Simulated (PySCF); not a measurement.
# C7H12Si2: what the fields show

```xyz
21

C     1.9048   -1.9231   -1.0632
C     1.7905   -0.7512   -0.8372
C     1.6618    0.6438   -0.5335
Si    2.7526    1.3708    0.9097
C     0.9529    1.5990    1.3977
C     0.4472    1.0091    0.3043
C    -0.9581    0.6894   -0.0614
C    -1.3463   -0.6833    0.5062
Si   -3.1174   -1.2001    0.0561
H     2.0039   -2.9465   -1.2704
H     1.6919    1.2132   -1.4675
H     3.5465    2.5485    0.5603
H     3.5377    0.3746    1.6329
H     0.3928    2.0161    2.2199
H    -1.0635    0.6748   -1.1493
H    -1.6302    1.4525    0.3416
H    -0.6362   -1.4245    0.1337
H    -1.2241   -0.6561    1.5913
H    -3.4327   -2.4625    0.7266
H    -4.0571   -0.1644    0.4950
H    -3.2260   -1.3631   -1.3954
```

Geometry: GFN2-xTB.

Computed with PySCF 2.14.0, PBE0/pcSseg-1, SCF density, gas phase, non-relativistic.

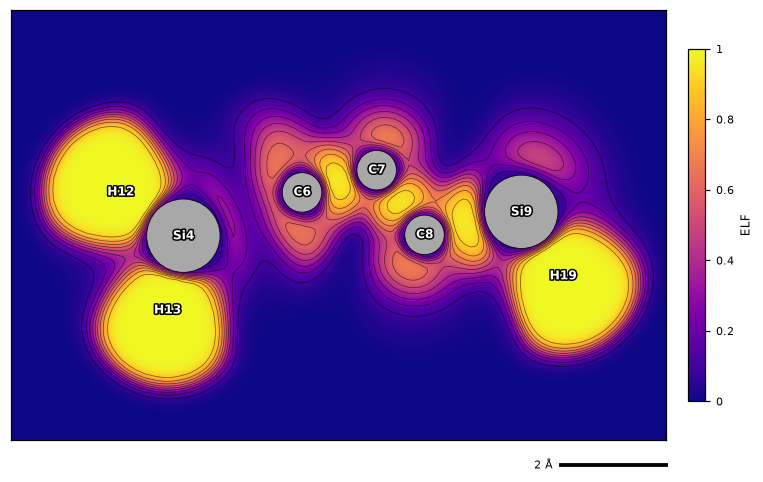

Figure 1. ELF on the plane of atoms C6, C7 and C8. Grey discs cover the atomic cores.

### What does the map show?

The plane passes through Si, C and H nuclei.
C–Si (1.90 Å): the ELF peaks at about 0.95 between the atoms, as expected for a shared electron pair.
Si–H (1.46 Å): the ELF climbs to about 1 towards the hydrogen, as it does in any bond to H.

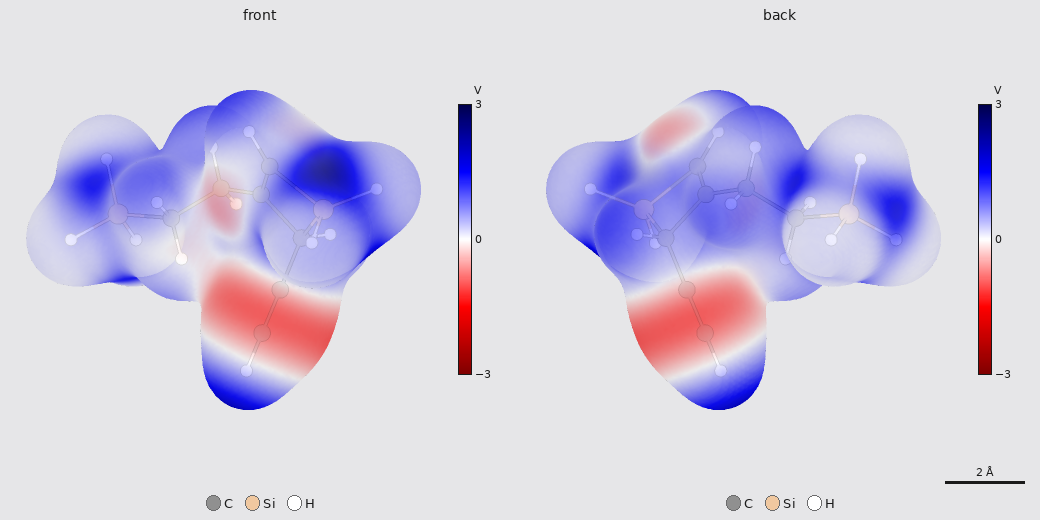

Figure 2. The electrostatic potential painted on the density surface at 0.004 e/bohr³, seen from the front and from behind; the colour scale runs from red (negative) to blue (positive).

### Which sites attract a positive test charge, and which a negative one?

A positive charge is drawn to the negative regions and a negative charge to the positive ones. The most negative region (about −1.0 V) lies over C1 and C2, the most positive (about +2.3 V) over Si4.
